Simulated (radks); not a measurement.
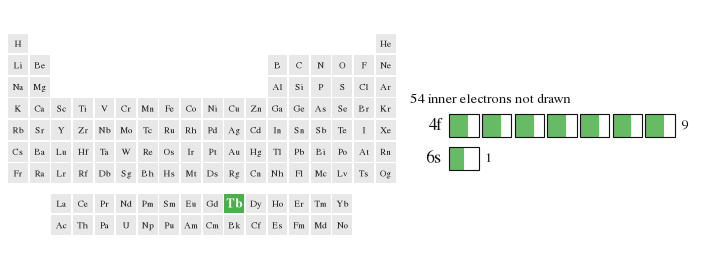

Figure 1. Left, the place of terbium in the periodic table; right, the outer shells as the input fills them: a box for each of the 2l + 1 orbitals, shaded by the share of the shell that is filled, with the electron count at the right.

Tb⁺: atomic calculation

Tb⁺ (Z = 65, 64 electrons) in the configuration [Xe] 4f9 6s1. Computed at this level: scalar-relativistic Kohn-Sham, PBE, spin-unpolarised, spherical densities, point nucleus (the in-house radial solver radks).

Input file:
```
Z 65
configuration [Xe] 4f9 6s1
relativity scalar-relativistic
functional pbe,pbe
spin unpolarised
nucleus point
c 137.035999084
threshold 0.01
max_iterations 98
```

Energies in input and log are in hartree, lengths in bohr.

Hardware: 1 thread of Arm Neoverse N1, 69 GiB of memory available, shared host.

The run was one of a batch that the task file lists, launched with:
```bash
python <driver script> task.json out
```

The program's output:
```
1s      1   2.0000       -1906.13748356
2s      1   2.0000        -316.16872048
2p      1   6.0000        -280.94764078
3s      1   2.0000         -70.30457343
3p      1   6.0000         -59.44463599
3d      1  10.0000         -45.30426502
4s      1   2.0000         -14.11033359
4p      1   6.0000         -10.53594513
4d      1  10.0000          -5.63212413
4f      1   9.0000          -0.34471277
5s      1   2.0000          -1.98079661
5p      1   6.0000          -1.14767617
6s      1   1.0000          -0.32115422
Etot -11708.714493591997
Ekin 12603.265039122589
Encl -28600.884892155525
Eh 4544.633295144248
Exc -255.72793570330794
err 0.00013948258339685393
it 11
```

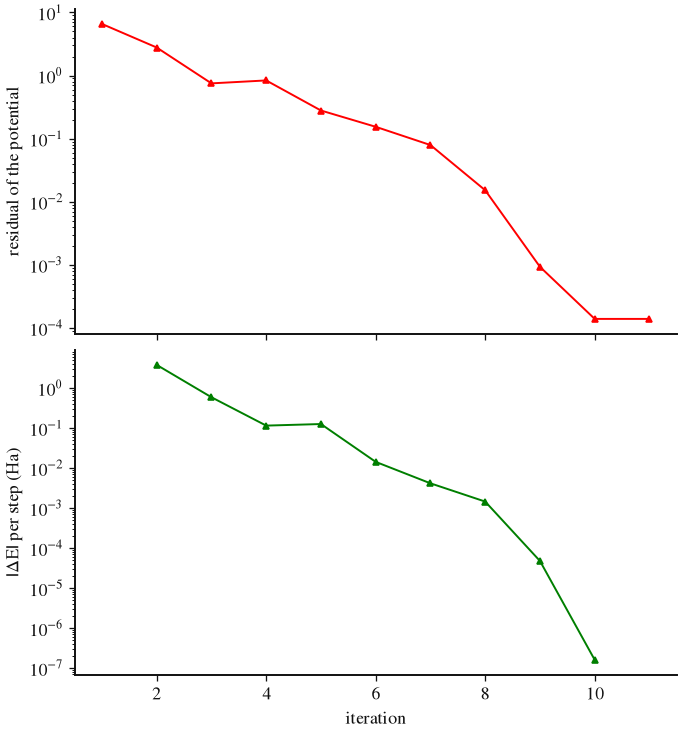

Figure 2. Convergence: residual of the potential and change of the energy from step to step (the smallest changes aren't drawn) against the iteration. The residual falls almost steadily, with no more than small rises or pauses. It goes from 6.6 to 0.00014 in 11 steps.

Outcome:

| quantity | value |
| --- | --- |
| outcome | converged |
| total energy | −11708.7145 hartree |
| kinetic energy | 12603.2650 hartree |
| electron–nucleus energy | −28600.8849 hartree |
| Hartree energy | 4544.6333 hartree |
| exchange–correlation energy | −255.727936 hartree |
| radius at density 0.001 e/bohr³ | 4.45 bohr |
| SCF iterations | 11 |

What is odd here:

A numerical setting was moved from its usual value: convergence threshold tolx = 0.01. The program ran to the end, and its total energy equals that of the same run with the usual input (−11708.71449 hartree) within 10⁻⁵ hartree, so the oddity leaves no trace in it.
